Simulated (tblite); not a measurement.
## Geometry relaxation, with input and output: C6H10BNSi (part 3 of 3)

Continued. System: C6H10BNSi, SMILES [SiH3]NB1C=CC=CC=C1. Method: GFN2-xTB geometry optimisation, gas phase (tblite 0.8.0). It belongs to a series of runs on one base structure; here: H on B replaced by NHSiH3.

Geometry of the input (Å):
```
Si 3.0545  0.2698  0.0293
N  1.8745  -0.8953  0.7177
B  0.4726  -0.4911  0.3288
C  -0.2295  0.6831  1.1006
C  -1.5042  1.0506  1.0295
C  -2.5917  0.4104  0.2511
C  -2.5049  -0.3956  -0.8130
C  -1.3028  -0.8810  -1.5168
C  -0.0585  -0.9808  -1.0578
H  4.4067  -0.1112  0.4240
H  2.7583  1.6224  0.5349
H  2.9377  0.2607  -1.4354
H  1.9499  -0.8311  1.7774
H  0.4048  1.2065  1.8096
H  -1.8152  1.8731  1.6713
H  -3.5892  0.6911  0.5772
H  -3.4466  -0.6929  -1.2512
H  -1.4949  -1.3179  -2.4997
H  0.6687  -1.4614  -1.6848
```

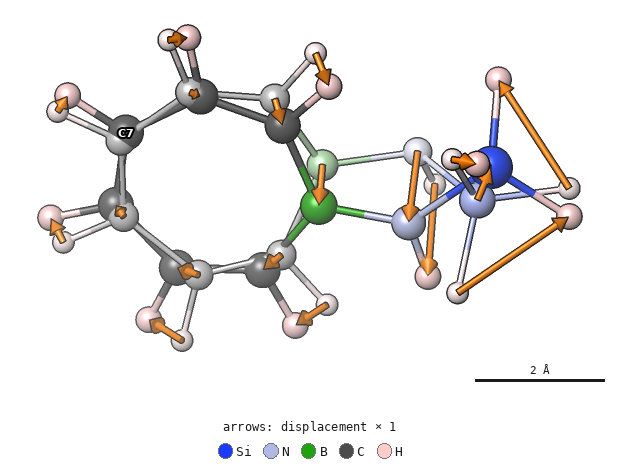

Start (faint) and end (solid) with the displacements as orange arrows, at true length (ball-and-stick view, seen at a tilt). The two geometries are laid on each other by the best rigid fit. The atom that moves furthest after the best rigid fit is H11 (2.13 Å). By element the largest moves are H 2.13 Å, N 1.26 Å, B 0.70 Å, Si 0.56 Å, C 0.49 Å. Distances before and after: N2–B3 1.510 → 1.422 Å, Si1–N2 1.795 → 1.733 Å, C5–C6 1.483 → 1.423 Å, N2–H13 1.064 → 1.010 Å. Among the angles that change: Si1–N2–B3 109.7° → 131.5°, Si1–N2–H13 107.2° → 114.0°, B3–N2–H13 107.8° → 114.5°. After 174 geometry steps the energy has fallen by 21.6 kcal/mol. The largest force component goes from 1.9 to 0.009 eV/Å. (Atoms are counted from 1 in the order of the input.)
